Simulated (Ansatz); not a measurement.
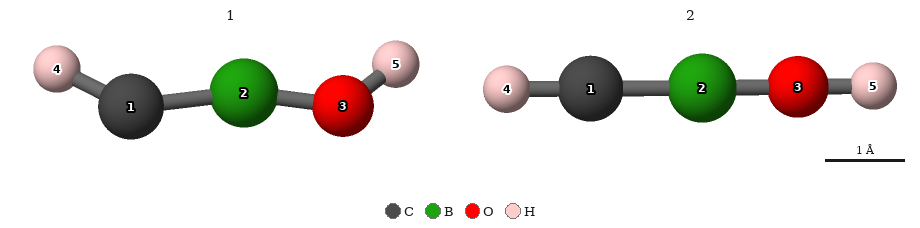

Two geometries of CH₂BO (charge +1), drawn at one scale. One is the start of a relaxation, the other its converged end. The picture is a ball-and-stick view, seen face on.

Computed with RKS B3LYP-D4/cc-pVDZ (Ansatz). (no spin polarisation; force threshold 0.02 eV/Å; at most 40 steps)

### Which of the two is the end point?

Structure 1 is the relaxed one. The run prepares the start of a later molecular dynamics calculation, from a guessed geometry. The largest move after the best rigid fit is that of H5, 0.41 Å. By element the largest moves are H 0.41 Å, O 0.31 Å, C 0.29 Å, B 0.09 Å. Among the contacts that change: B2–O3 1.219 → 1.268 Å, C1–B2 1.423 → 1.465 Å, C1–H4 1.069 → 1.097 Å, O3–H5 0.960 → 0.979 Å. Bond angles that change, for instance: B2–O3–H5 179.7° → 126.7°, B2–C1–H4 179.7° → 137.7°, C1–B2–O3 179.5° → 161.8°. Over 13 geometry steps the energy falls by 0.351 eV. Largest force component: 1.4 eV/Å at the start, 0.0041 eV/Å at the end. Cost: 27 s on 1 thread of Arm Neoverse V1, with other jobs on the host, peak memory 0.12 GiB.
